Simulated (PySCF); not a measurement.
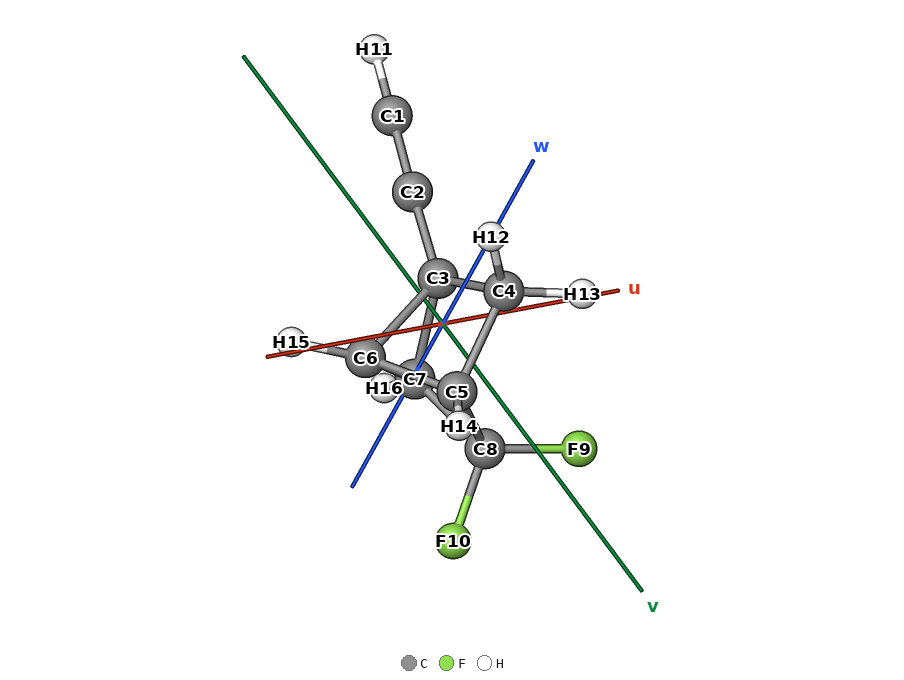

The lines u, v and w are the principal axes of the g tensor. Charge +1, doublet. The geometry was computed by an optimisation with GFN2-xTB. No frequency run is at hand to confirm it as a minimum. Method: UKS B3LYP, pcH-1 on C F H, non-relativistic, mean-field spin-orbit, GIAO (PySCF 2.14.0).

Question: Along which axis does g lie farthest from the free-electron value?

Answer: Along v (nearly parallel to the C7–C8 bond): the shift is 4389 ppm.

Give the principal values and shifts.

| axis | g | shift (ppm) |
| --- | --- | --- |
| u | 2.00250 | 177 |
| v | 2.00671 | 4389 |
| w | 2.00345 | 1128 |
